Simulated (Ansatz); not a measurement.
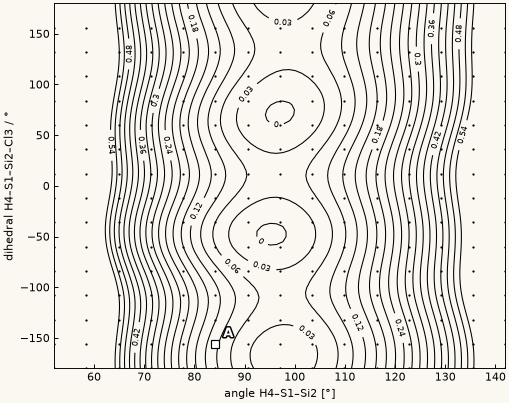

ClH₄SSi, SMILES [SH2+][SiH2]Cl, charge +1. The first coordinate is: angle H4–S1–Si2; the second: dihedral H4–S1–Si2–Cl3. Nothing is relaxed (all other coordinates rigid). The scan uses a 15 × 15 grid. Points are written as (first, second). Energies: eV, counted from the lowest grid point. Computed with RKS PBE0-D4/def2-TZVP in Ansatz 0.2.0.

In the figure: contour lines labelled in eV (none above 0.54), dots at the grid points, the point A. Between grid points the surface is interpolated.

> Is A at rest? If not, where is it pushed?

A, at (84.1°, −156°), is not a stationary point. The computed force is 0.013 eV for each degree towards larger values of angle H4–S1–Si2 and 0.00068 eV for each degree towards smaller values of dihedral H4–S1–Si2–Cl3.
